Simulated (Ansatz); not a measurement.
**One shape, several levels: triplet CH3Al**

Aim: a comparison of 6 runs (UHF/3-21G, UHF/cc-pVTZ, U-wB97M-V/cc-pVTZ, UB2PLYP/cc-pVTZ, USVWN5/cc-pVTZ, UCCSD(T)/cc-pVTZ) of triplet CH3Al. 

The results are computed with Ansatz 0.2.0.

68 further runs of the same task are left out: 68 set aside as unsound or not needed.

## Step 1: Starting point

CH3Al has 5 atoms, charge 0, and is taken as a triplet. SMILES of the parent species: `C[Al]`. Geometry: relaxed at PBE0-D4/def2-TZVP. That shape belongs to the parent species and isn't relaxed for this state.

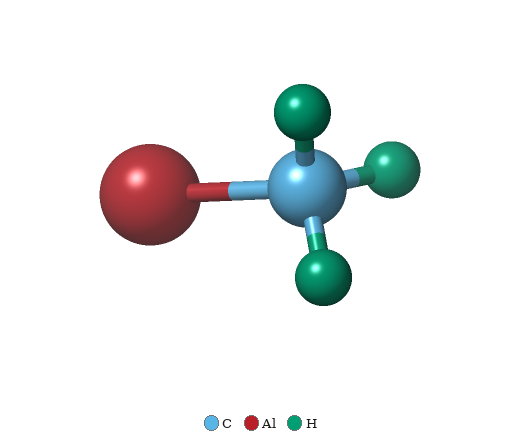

Viewed from a chosen angle; carbon blue, aluminium red, hydrogen teal.

## Step 2: The energy at UHF/3-21G (run 1)

Contents of run.yaml:

```yaml
crystal:
  periodic: [false, false, false]
  atoms:
    - {symbol: C, position_ang: [-0.131220, -0.057510, 0.054000]}
    - {symbol: Al, position_ang: [1.572690, 0.689240, -0.647230]}
    - {symbol: H, position_ang: [-0.230740, -1.127460, -0.171770]}
    - {symbol: H, position_ang: [-0.205100, 0.049890, 1.144270]}
    - {symbol: H, position_ang: [-1.005630, 0.445840, -0.379270]}
basis:
  gaussian: {orbitals: 3-21G.json}
magnetization: {spin_polarized: true, initial_magnetization: 2}
hamiltonian: {xc: hf}
accuracy: high
output: {orbitals: {seedname: orbitals}}
```

The basis set 3-21G is read from a file made from the Basis Set Exchange's data (not shown).

Launch:

```sh
$ ansatz run run.yaml --threads 1 --pin off --max-ram 3480MiB --events-out events.jsonl --progress --plain --runs-dir runs
```

Output:

```text
Warning: RAYON_NUM_THREADS=1 ignored (pool sized by the plan → 1); use --threads N
Functional definition: HF
  name "HF"
  exchange = exact_x
  correlation = 0
621 factors; integrals over basis functions are off by at most 7.5e-9 eV
mean field evaluation 1: about -7615.6840 eV, gradient 1.1e1 eV
mean field evaluation 2: about -7615.7883 eV, gradient 1.1e1 eV
mean field evaluation 4: about -7616.7665 eV, gradient 1.9e0 eV
mean field evaluation 8: about -7616.8843 eV, gradient 1.6e-1 eV
mean field evaluation 16: about -7616.8852 eV, gradient 1.4e-8 eV
mean field evaluation 32: about -7616.8852 eV, gradient 5.9e-5 eV
mean field evaluation 64: about -7616.8852 eV, gradient 2.9e-3 eV
mean field -7616.88522584 eV, -279.9153691395 hartree, gradient 1.7e-8 eV, S^2 2.003406; 0 other end points of the search recorded, 0 dependent functions left out
reference -7616.88522584 eV, -279.9153691395 hartree; 12, 10 occupied and 16, 18 virtual orbitals, 621 factors
Total energy: -7616.88522584 eV, -279.9153691395 hartree
```

Wall time 0.26 s (1 thread of Intel Xeon 6975P-C (Granite Rapids), shared host).

## Step 3: A single-point energy at UHF/cc-pVTZ (run 2)

Contents of in.yaml:

```yaml
basis:
  gaussian: {orbitals: cc-pVTZ}
crystal:
  periodic: [false, false, false]
  atoms:
    - {symbol: C, position_ang: [-0.131220, -0.057510, 0.054000]}
    - {symbol: Al, position_ang: [1.572690, 0.689240, -0.647230]}
    - {symbol: H, position_ang: [-0.230740, -1.127460, -0.171770]}
    - {symbol: H, position_ang: [-0.205100, 0.049890, 1.144270]}
    - {symbol: H, position_ang: [-1.005630, 0.445840, -0.379270]}
magnetization: {spin_polarized: true, initial_magnetization: 2}
output: {orbitals: {seedname: orbitals}}
hamiltonian: {xc: hf}
accuracy: high
```

Launch:

```sh
$ ansatz run in.yaml --threads 1 --pin off --max-ram 3480MiB --events-out events.jsonl --progress --plain --runs-dir runs
```

Output:

```text
Warning: RAYON_NUM_THREADS=1 ignored (pool sized by the plan → 1); use --threads N
[... 4 set-up lines as earlier in the session ...]
1819 factors; integrals over basis functions are off by at most 3.2e-9 eV
mean field evaluation 1: about -7657.2522 eV, gradient 1.7e1 eV
mean field evaluation 2: about -7657.2545 eV, gradient 1.7e1 eV
mean field evaluation 4: about -7659.2175 eV, gradient 2.3e0 eV
mean field evaluation 8: about -7659.3651 eV, gradient 2.4e-1 eV
mean field evaluation 16: about -7658.6277 eV, gradient 6.7e0 eV
mean field evaluation 32: about -7659.2652 eV, gradient 2.4e0 eV
mean field evaluation 64: about -7658.8253 eV, gradient 7.5e0 eV
mean field -7659.36759308 eV, -281.4765673397 hartree, gradient 5.1e-8 eV, S^2 2.007990; 1 other end points of the search recorded, 0 dependent functions left out
reference -7659.36759308 eV, -281.4765673397 hartree; 12, 10 occupied and 94, 96 virtual orbitals, 1819 factors
Total energy: -7659.36759308 eV, -281.4765673397 hartree
```

Run time: 5.1 s. Hardware: 1 thread of Intel Xeon 6975P-C (Granite Rapids), shared host; peak memory 0.29 GiB.

Runs 3 to 5 aren't shown in full; the table further down has their settings and results.

## Step 4: A single-point energy at UCCSD(T)/cc-pVTZ (run 6)

Contents of job.yaml:

```yaml
crystal:
  periodic: [false, false, false]
  atoms:
    - {symbol: C, position_ang: [-0.131220, -0.057510, 0.054000]}
    - {symbol: Al, position_ang: [1.572690, 0.689240, -0.647230]}
    - {symbol: H, position_ang: [-0.230740, -1.127460, -0.171770]}
    - {symbol: H, position_ang: [-0.205100, 0.049890, 1.144270]}
    - {symbol: H, position_ang: [-1.005630, 0.445840, -0.379270]}
basis:
  gaussian:
    orbitals: cc-pVTZ
scf:
  omitted_lower_state_checks: [cluster_reference, increment]
correlation:
  method: ccsd_t
  frozen_orbitals: {Al: 5, C: 1, H: 0}
accuracy: high
magnetization:
  spin_polarized: true
  initial_magnetization: 2
```

Launch:

```sh
$ ansatz run job.yaml --threads 1 --pin off --max-ram 3480MiB --events-out events.jsonl --progress --plain --runs-dir runs
```

Output, shortened:

```text
Warning: RAYON_NUM_THREADS=1 ignored (pool sized by the plan → 1); use --threads N
[... 2 set-up lines as earlier in the session ...]
[...]
1819 factors; integrals over basis functions are off by at most 3.2e-9 eV
[...]
mean field -7659.36759308 eV, -281.4765673397 hartree, gradient 5.1e-8 eV, S^2 2.007990; 6 other end points of the search recorded, 0 dependent functions left out
6 core orbitals not correlated: weight in the atoms' cores, before any rotation towards them, 1.000 or more for the frozen orbitals, at most 0.000 for the correlated occupied ones
reference -7659.36759308 eV, -281.4765673397 hartree; 6, 4 occupied and 94, 96 virtual orbitals, 1819 factors
second order -5.94133000 eV of doubles, -0.00000000 eV of singles
cycle   1  -6.33267831 eV  change   -3.9e-1 eV  update   5.9e-2
[...]
cycle  24  -6.56549945 eV  change  -2.7e-10 eV  update  4.9e-10
perturbative correction -0.25643054 eV, -0.0094236485 hartree
Total energy: -7666.18952306 eV, -281.7272686426 hartree
Checks for a lower state left out: cluster_reference, increment
```

Wall time 20 s (1 thread of Intel Xeon 6975P-C (Granite Rapids), shared host); peak memory 1.1 GiB.

## Step 5: All runs side by side

| run | level | frozen core orbitals | energy (Eh) | HOMO energy (eV) | LUMO energy (eV) | ⟨S²⟩ | wall time |
| --- | --- | --- | --- | --- | --- | --- | --- |
| 1 | UHF/3-21G | – | -279.915369 | -5.79 | 0.34 | 2.003 | 0.26 s |
| 2 | UHF/cc-pVTZ | – | -281.476567 | -6.04 | 0.31 | 2.008 | 5.1 s |
| 3 | U-wB97M-V/cc-pVTZ | – | -282.202378 | -5.08 | -1.62 | 2.003 | 5.1 min |
| 4 | UB2PLYP/cc-pVTZ | 6 | -282.096709 | -4.43 | -2.13 | 2.006 | 48 s |
| 5 | USVWN5/cc-pVTZ | – | -280.813888 | -2.87 | – | 2.001 | 14 s |
| 6 | UCCSD(T)/cc-pVTZ | 6 | -281.727269 | – | – | 2.008 | 20 s |

## Step 6: Outcome

| quantity | value |
| --- | --- |
| run 6: total energy | -281.72727 Eh |
| run 6: correlation energy (6 core orbitals frozen) | -250.7 mEh |
| run 6: (T) correction | -9.42 mEh |
| run 6: ⟨S²⟩ of the reference determinant | 2.008 |
| run 6: T1 diagnostic | 0.018 |

In words: Totals of different functionals can't be ranked against each other. All runs together took 6.5 min, the longest 5.1 min.
